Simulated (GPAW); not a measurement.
## Screening of a field by a 8-layer slab of Al(100)

Aim: the dipole that a field along the normal induces in a 8-layer slab of Al(100).

Method: GPAW, PAW setups; slab in vacuum, relaxation, in the first sound run; inputs show where later runs differ, in GPAW 26.7.0.

## 1. The starting structure

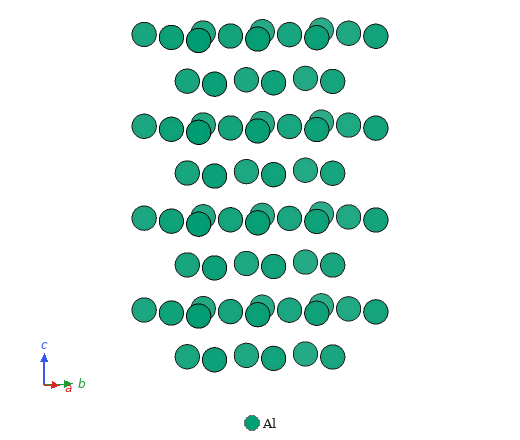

The cell as given, from the side, with the c axis up (aluminium teal). 2×3×1 cells are drawn. Some periodic images of atoms are drawn too.

The cell holds 8 atoms: 8 Al. Cell: a = 2.864 Å, b = 2.864 Å, c = 32.175 Å, α = 90.0°, β = 90.0°, γ = 90.0°. Vacuum lies along c.

Structure file:

```cif
data_structure
_symmetry_space_group_name_H-M 'P 1'
_symmetry_Int_Tables_number 1
_cell_length_a 2.8638
_cell_length_b 2.8638
_cell_length_c 32.1750
_cell_angle_alpha 90.000
_cell_angle_beta 90.000
_cell_angle_gamma 90.000
_cell_volume 263.88
loop_
_atom_site_label
_atom_site_type_symbol
_atom_site_fract_x
_atom_site_fract_y
_atom_site_fract_z
_atom_site_occupancy
Al1 Al 0.50000 0.50000 0.27972 1
Al2 Al 0.00000 0.00000 0.34266 1
Al3 Al 0.50000 0.50000 0.40559 1
Al4 Al 0.00000 0.00000 0.46853 1
Al5 Al 0.50000 0.50000 0.53147 1
Al6 Al 0.00000 0.00000 0.59441 1
Al7 Al 0.50000 0.50000 0.65734 1
Al8 Al 0.00000 0.00000 0.72028 1
```

## 2. Relaxation

The atoms are relaxed first, since the surface dipole, and with it the work function, follows the positions of the outer layers. The lowest 4 atoms are held at bulk positions and keep their forces.

run.py reads:

```python
import json
import numpy as np
from ase import Atoms
from ase.constraints import FixAtoms
from ase.optimize import BFGS
from gpaw import GPAW, PW

slab = Atoms(
    ['Al', 'Al', 'Al', 'Al', 'Al', 'Al', 'Al', 'Al'],
    positions=[
        [1.43189, 1.43189, 9.00000],
        [0.00000, 0.00000, 11.02500],
        [1.43189, 1.43189, 13.05000],
        [0.00000, 0.00000, 15.07500],
        [1.43189, 1.43189, 17.10000],
        [0.00000, 0.00000, 19.12500],
        [1.43189, 1.43189, 21.15000],
        [0.00000, 0.00000, 23.17500]],
    cell=[[2.86378, 0.0, 0.0], [0.0, 2.86378, 0.0], [0.0, 0.0, 32.175]],
    pbc=[True, True, False])

slab.calc = GPAW(mode=PW(400), xc='PBE', kpts={'size': (11, 11, 1), 'gamma': True},
                 occupations={'name': 'fermi-dirac', 'width': 0.1}, nbands='200%',
                 convergence={'density': 1e-05}, maxiter=200,
                 poissonsolver={'dipolelayer': 'xy'},
                 symmetry={'tolerance': 1e-3, 'extra_ids': [1, 1, 1, 1, 0, 0, 0, 0]}, txt='slab.txt')
result = {}
slab.set_constraint(FixAtoms([0, 1, 2, 3]))
path = []
opt = BFGS(slab, maxstep=0.2)
opt.attach(lambda: path.append((slab.get_potential_energy(), slab.positions.tolist(), slab.get_forces().tolist())))
result['relaxed'] = bool(opt.run(fmax=0.03, steps=40))
result['path'] = path
energy = slab.get_potential_energy()
fermi = slab.calc.get_fermi_level()
v = slab.calc.get_electrostatic_potential().mean((0, 1)) - fermi
n = slab.calc.get_pseudo_density().mean((0, 1))
L = slab.cell[2, 2]
z = np.arange(len(v)) * L / len(v)
low, high = slab.positions[:, 2].min(), slab.positions[:, 2].max()
below, above = np.interp([low - 6.8, high + 6.8], z, v)
slopes = [np.interp(x, z, np.gradient(v, z)) for x in (low - 6.8, high + 6.8)]
eps = np.array([[slab.calc.get_eigenvalues(k, s) for k in range(len(slab.calc.get_ibz_k_points()))]
                for s in range(slab.calc.get_number_of_spins())]) - fermi
top, bottom = eps[eps < 0].max(), eps[eps > 0].min()
dipole = slab.get_dipole_moment()[2]
print(f'energy {energy:.4f} eV, Fermi level {fermi:.4f} eV, dipole {dipole:.5f} e A')
print(f'potential 6.8 A off the faces, from the Fermi level: lower {below:.4f} eV, upper {above:.4f} eV')
print(f'slope of the potential there: lower {slopes[0]:.5f}, upper {slopes[1]:.5f} eV/A')
print(f'nearest levels on the mesh: {top:.4f} and {bottom:.4f} eV')
print('magnetic moment', round(slab.get_magnetic_moment(), 3))
result.update(energy=energy, fermi=fermi, dipole=dipole, below=below, above=above, slopes=slopes, edges=[top, bottom],
              z=z.tolist(), v=v.tolist(), n=n.tolist(), positions=slab.positions.tolist(),
              forces=slab.get_forces(apply_constraint=False).tolist(), moments=slab.get_magnetic_moments().tolist())
json.dump(result, open('result.json', 'w'))
```

Command:

```
> OMP_NUM_THREADS=1 OPENBLAS_NUM_THREADS=1 python run.py
```

The program printed:

```text
Step          Energy          fmax
BFGS:    0      -29.007837        0.165976
BFGS:    1      -29.008243        0.152549
BFGS:    2      -29.010293        0.058992
BFGS:    3      -29.010345        0.057095
BFGS:    4      -29.010796        0.027400
energy -28.9586 eV, Fermi level 1.5392 eV, dipole 0.00023 e A
potential 6.8 A off the faces, from the Fermi level: lower 4.2167 eV, upper 4.2089 eV
slope of the potential there: lower -0.00004, upper 0.00004 eV/A
nearest levels on the mesh: -0.0084 and 0.0106 eV
magnetic moment 0.0
```

The job ended after 1.8 min (1 thread of AMD EPYC 9R14 (Zen 4), shared host; peak memory 0.24 GiB).

Step by step:

```tsv
step	energy less that of the first step (eV)	largest force (eV/Å)
1	0.0000	0.1660
2	-0.0005	0.1525
3	-0.0033	0.0590
4	-0.0033	0.0571
5	-0.0040	0.0274
```

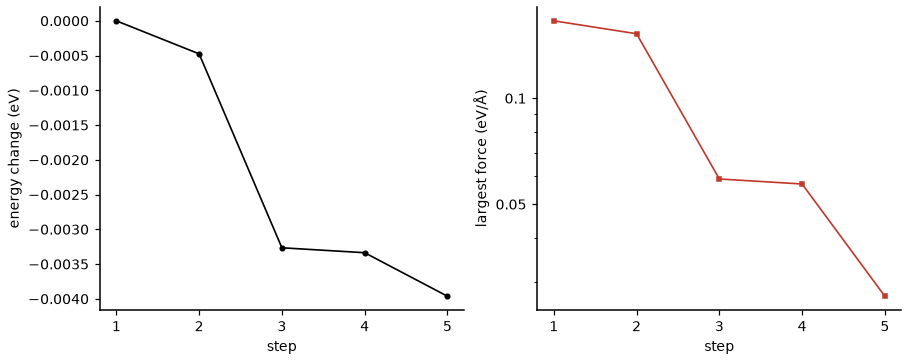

Energy and largest force along the relaxation.

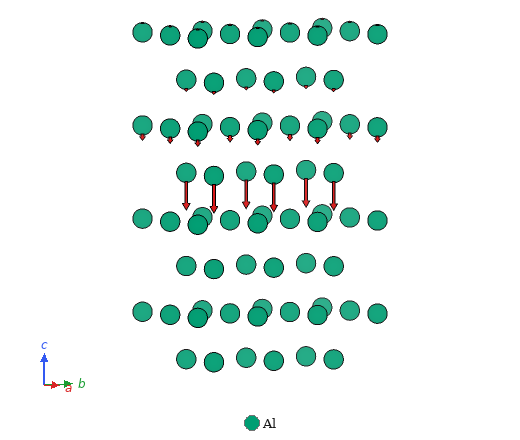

Displacements in the relaxation, exaggerated; the longest in the cell stands for 0.04 Å. 2×3×1 cells are drawn. Some periodic images of atoms are drawn too.

The atoms that moved most (Å):

```tsv
atom	dx	dy	dz	length
Al5	0.000	0.000	-0.037	0.037
Al6	0.000	0.000	-0.009	0.009
Al7	0.000	0.000	-0.005	0.005
```

The relaxed structure:

```
Al
1.0
     2.86378    0.00000    0.00000
     0.00000    2.86378    0.00000
     0.00000    0.00000   32.17500
Al
8
Cartesian
  1.4319 1.4319 9.0000
  0.0000 0.0000 11.0250
  1.4319 1.4319 13.0500
  0.0000 0.0000 15.0750
  1.4319 1.4319 17.0631
  0.0000 0.0000 19.1158
  1.4319 1.4319 21.1450
  0.0000 0.0000 23.1778
```

Numbers from this step:

```
dipole along the normal                    : 2.28e-4 e·Å
levels nearest the Fermi level on the mesh : -0.008372, 0.01060 eV from the Fermi level
upper work function                        : 4.209 eV
lower work function                        : 4.217 eV
```

The electrostatic potential energy of an electron (without an applied field's), less the Fermi level, planar mean oscillates, so the rows of the table below give means over windows of 2.04 Å about each position, cut where the curve ends. Its maxima inside the range that stand out by 2 % of the span (Å: eV): 10.0: -2.05, 12.0: -2.02, 14.0: -2.05, 16.1: -2.24, 18.1: -1.87, 20.2: -2.00, 22.2: -2.00. Its minima: 9.0: -13.3, 11.0: -13.5, 13.1: -13.5, 15.1: -13.4, 17.1: -13.5, 19.1: -13.5, 21.1: -13.5, 23.2: -13.3.

Table of electrostatic potential energy of an electron (without an applied field's), less the Fermi level, planar mean by z; means over each step:

```tsv
z (Å)	electrostatic potential energy of an electron (without an applied field's), less the Fermi level, planar mean (eV)
1.02	4.22
3.06	4.22
5.10	4.21
7.14	3.12
9.18	-6.84
11.22	-7.09
13.26	-7.12
15.30	-7.19
17.34	-7.08
19.38	-7.09
21.42	-7.08
23.46	-6.07
25.50	3.85
27.54	4.21
29.58	4.21
31.62	4.21
```

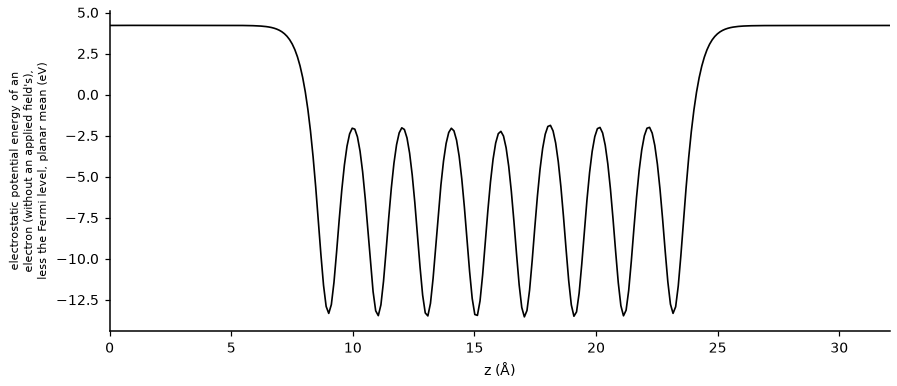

Electrostatic potential energy of an electron (without an applied field's), less the Fermi level, planar mean, plotted against z.

The pseudo valence density, planar mean oscillates, so the rows of the table below give means over windows of 2.5 Å about each position, cut where the curve ends. Its maxima inside the range that stand out by 2 % of the span (Å: e/Å³): 8.6: 0.162, 10.3: 0.199, 12.4: 0.201, 14.4: 0.200, 16.3: 0.206, 17.8: 0.196, 19.7: 0.201, 21.9: 0.198, 23.6: 0.162. Its minima: 9.0: 0.128, 10.9: 0.136, 13.1: 0.130, 15.0: 0.132, 17.2: 0.134, 19.1: 0.129, 21.2: 0.136, 23.2: 0.128.

Pseudo valence density, planar mean against z; means over each step:

```tsv
z (Å)	pseudo valence density, planar mean (e/Å³)
2.5	3.9e-7
5.0	2.7e-4
7.5	0.0595
10.0	0.173
12.5	0.181
15.0	0.186
17.5	0.182
20.0	0.175
22.5	0.174
25.0	0.0398
27.5	1.2e-4
30.0	0
```

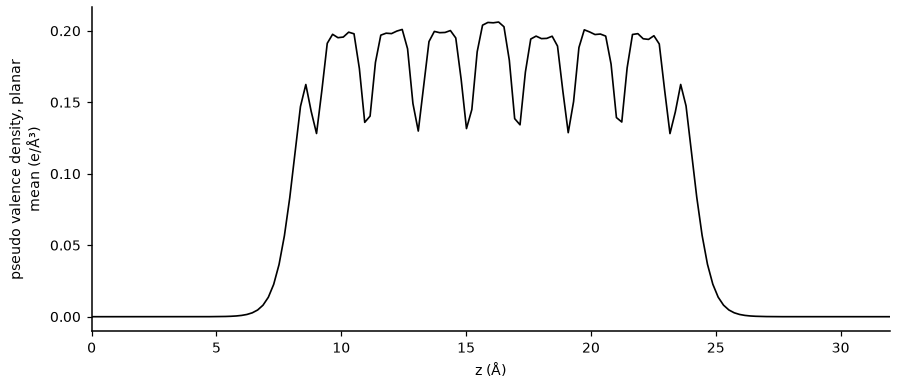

Pseudo valence density, planar mean, plotted against z.

The relaxation lowered the energy of the cell by 0.00396 eV (energies extrapolated to zero smearing; the optimiser's log prints free energies). The largest force left on a free atom is 0.027 eV/Å.

## 3. The slab's potential

With the geometry fixed, the planar mean of the potential gives the vacuum level on each side.

This step: GPAW, PAW setups; slab in vacuum (GPAW 26.7.0).

run.py: that of step 2 with these lines changed.

```diff
@@ -3,4 +3,2 @@
 from ase import Atoms
-from ase.constraints import FixAtoms
-from ase.optimize import BFGS
 from gpaw import GPAW, PW
@@ -14,6 +12,6 @@
         [0.00000, 0.00000, 15.07500],
-        [1.43189, 1.43189, 17.10000],
-        [0.00000, 0.00000, 19.12500],
-        [1.43189, 1.43189, 21.15000],
-        [0.00000, 0.00000, 23.17500]],
+        [1.43189, 1.43189, 17.06306],
+        [-0.00000, 0.00000, 19.11583],
+        [1.43189, 1.43189, 21.14500],
+        [-0.00000, -0.00000, 23.17781]],
     cell=[[2.86378, 0.0, 0.0], [0.0, 2.86378, 0.0], [0.0, 0.0, 32.175]],
@@ -25,10 +23,4 @@
                  poissonsolver={'dipolelayer': 'xy'},
-                 symmetry={'tolerance': 1e-3, 'extra_ids': [1, 1, 1, 1, 0, 0, 0, 0]}, txt='slab.txt')
+                 symmetry={'tolerance': 1e-3}, txt='slab.txt')
 result = {}
-slab.set_constraint(FixAtoms([0, 1, 2, 3]))
-path = []
-opt = BFGS(slab, maxstep=0.2)
-opt.attach(lambda: path.append((slab.get_potential_energy(), slab.positions.tolist(), slab.get_forces().tolist())))
-result['relaxed'] = bool(opt.run(fmax=0.03, steps=40))
-result['path'] = path
 energy = slab.get_potential_energy()
```

The program printed:

```text
energy -28.9586 eV, Fermi level 1.5392 eV, dipole 0.00028 e A
potential 6.8 A off the faces, from the Fermi level: lower 4.2166 eV, upper 4.2090 eV
slope of the potential there: lower -0.00005, upper 0.00004 eV/A
nearest levels on the mesh: -0.0084 and 0.0106 eV
magnetic moment 0.0
```

Wall time 74 s (1 thread); peak memory 0.24 GiB.

This step gave:

- dipole along the normal: 2.83e-4 e·Å
- levels nearest the Fermi level on the mesh: -0.008380, 0.01061 eV from the Fermi level

The electrostatic potential energy of an electron (without an applied field's), less the Fermi level, planar mean oscillates, so the rows of the table below give means over windows of 2.04 Å about each position, cut where the curve ends. Its maxima inside the range that stand out by 2 % of the span (Å: eV): 10.0: -2.05, 12.0: -2.02, 14.0: -2.05, 16.1: -2.24, 18.1: -1.87, 20.2: -2.00, 22.2: -2.00. Its minima: 9.0: -13.3, 11.0: -13.5, 13.1: -13.5, 15.1: -13.4, 17.1: -13.5, 19.1: -13.5, 21.1: -13.5, 23.2: -13.3.

Table of electrostatic potential energy of an electron (without an applied field's), less the Fermi level, planar mean by z; means over each step:

(Unchanged from step 2.)

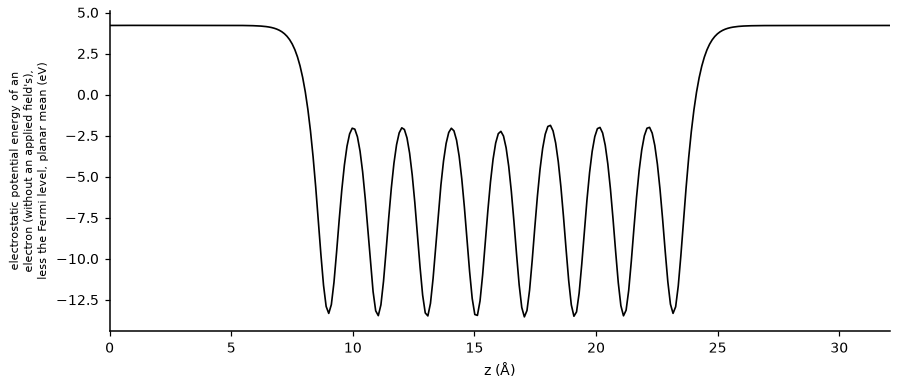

Electrostatic potential energy of an electron (without an applied field's), less the Fermi level, planar mean against z.

The pseudo valence density, planar mean oscillates, so the rows of the table below give means over windows of 2 Å about each position, cut where the curve ends. Its maxima inside the range that stand out by 2 % of the span (Å: e/Å³): 8.6: 0.162, 10.3: 0.199, 12.4: 0.201, 14.4: 0.200, 16.3: 0.206, 17.8: 0.196, 19.7: 0.201, 21.9: 0.198, 23.6: 0.162. Its minima: 9.0: 0.128, 10.9: 0.136, 13.1: 0.130, 15.0: 0.132, 17.2: 0.134, 19.1: 0.129, 21.2: 0.136, 23.2: 0.128.

The pseudo valence density, planar mean by z; means over each step:

```tsv
z (Å)	pseudo valence density, planar mean (e/Å³)
4	1.3e-5
6	0.00234
8	0.0897
10	0.181
12	0.181
14	0.181
16	0.184
18	0.179
20	0.181
22	0.180
24	0.101
26	0.00365
28	2.0e-5
```

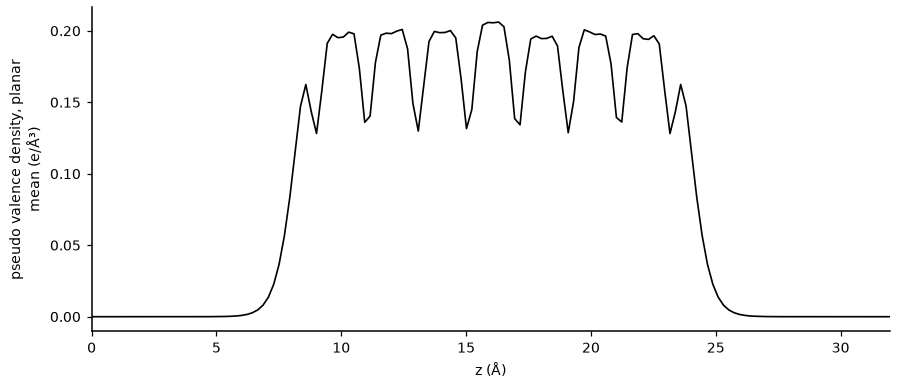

Pseudo valence density, planar mean, plotted against z.

Force by atom:

```tsv
atom	x (eV/Å)	y (eV/Å)	z (eV/Å)	size
Al1	0.0000	0.0000	-0.0133	0.0133
Al2	0.0000	0.0000	0.0278	0.0278
Al3	0.0000	0.0000	-0.0441	0.0441
Al4	0.0000	0.0000	0.0655	0.0655
Al5	0.0000	0.0000	0.0089	0.0089
Al6	0.0000	0.0000	-0.0096	0.0096
Al7	0.0000	0.0000	-0.0275	0.0275
Al8	0.0000	0.0000	-0.0072	0.0072
```

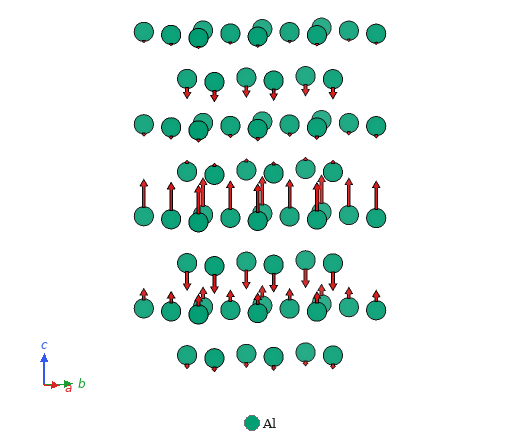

Force as arrows, the longest 0.0655 eV/Å. 2×3×1 cells are drawn. Some periodic images of atoms are drawn too.

The potential is flat to 5.2e-5 eV/Å where it is read, so the vacuum is wide enough.

## 4. Field on

A uniform field along the normal polarises the slab; the atoms stay fixed, so this is the electronic response alone.

run.py: that of step 3 with these lines changed.

```diff
@@ -4,2 +4,3 @@
 from gpaw import GPAW, PW
+from gpaw.external import ConstantElectricField
 
@@ -23,2 +24,3 @@
                  poissonsolver={'dipolelayer': 'xy'},
+                 external=ConstantElectricField(-0.2, [0, 0, 1]),
                  symmetry={'tolerance': 1e-3}, txt='slab.txt')
```

The program printed:

```text
energy -28.9743 eV, Fermi level 1.5372 eV, dipole -0.15795 e A
potential 6.8 A off the faces, from the Fermi level: lower 2.4748 eV, upper 5.9599 eV
slope of the potential there: lower -0.00004, upper 0.00005 eV/A
nearest levels on the mesh: -0.0085 and 0.0106 eV
magnetic moment 0.0
```

Elapsed: 85 s, on 1 thread; peak memory 0.4 GiB.

This step gave:

| Quantity | Value |
| --- | --- |
| dipole along the normal | -0.1580 e·Å |
| levels nearest the Fermi level on the mesh | -0.008488, 0.01061 eV from the Fermi level |
| potential below the slab, the applied field's own ramp left out | 2.475 eV from the Fermi level |
| potential above the slab, the applied field's own ramp left out | 5.960 eV from the Fermi level |

The electrostatic potential energy of an electron (without an applied field's), less the Fermi level, planar mean oscillates, so the rows of the table below give means over windows of 2.04 Å about each position, cut where the curve ends. Its maxima inside the range that stand out by 2 % of the span (Å: eV): 10.0: -3.27, 12.0: -2.84, 14.0: -2.46, 16.1: -2.24, 18.1: -1.47, 20.2: -1.19, 22.2: -0.772, 31.6: 5.96. Its minima: 9.0: -14.7, 11.0: -14.5, 13.1: -14.1, 15.1: -13.6, 17.1: -13.3, 19.1: -12.9, 21.1: -12.5, 23.2: -11.9.

The electrostatic potential energy of an electron (without an applied field's), less the Fermi level, planar mean by z; means over each step:

```tsv
z (Å)	electrostatic potential energy of an electron (without an applied field's), less the Fermi level, planar mean (eV)
1.02	2.63
3.06	2.47
5.10	2.47
7.14	1.43
9.18	-8.22
11.22	-8.06
13.26	-7.69
15.30	-7.35
17.34	-6.83
19.38	-6.44
21.42	-6.01
23.46	-4.60
25.50	5.58
27.54	5.96
29.58	5.96
31.62	5.84
```

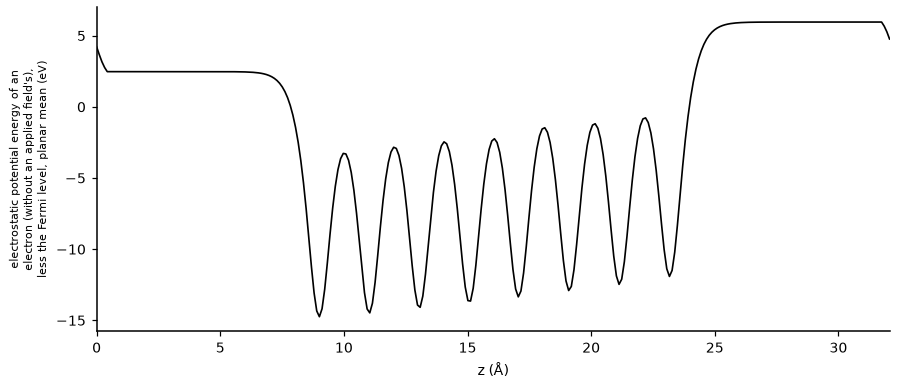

Electrostatic potential energy of an electron (without an applied field's), less the Fermi level, planar mean, plotted against z.

Force by atom:

```tsv
atom	x (eV/Å)	y (eV/Å)	z (eV/Å)	size
Al1	0.0000	0.0000	-0.0183	0.0183
Al2	0.0000	0.0000	0.0299	0.0299
Al3	0.0000	0.0000	-0.0435	0.0435
Al4	0.0000	0.0000	0.0664	0.0664
Al5	0.0000	0.0000	0.0100	0.0100
Al6	0.0000	0.0000	-0.0088	0.0088
Al7	0.0000	0.0000	-0.0251	0.0251
Al8	0.0000	0.0000	-0.0105	0.0105
```

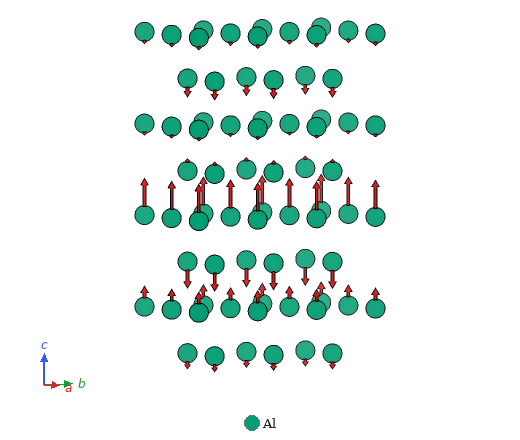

Force as arrows, the longest 0.0664 eV/Å. 2×3×1 cells are drawn. Some periodic images of atoms are drawn too.

The dipole is now -0.158 e Å, against 2.8e-4 in the run without a field.

(Continued in part 2 of 2.)

[Logs are printed without paths, hosts, clocks, repeated set-up lines and the standing remarks that a program may print on its own settings, such as how far it seeks lower states.]

[Hosts, paths, dates, database ids (printed as entryN), source tags and the programs' standing remarks are cut or masked in the printed files.]
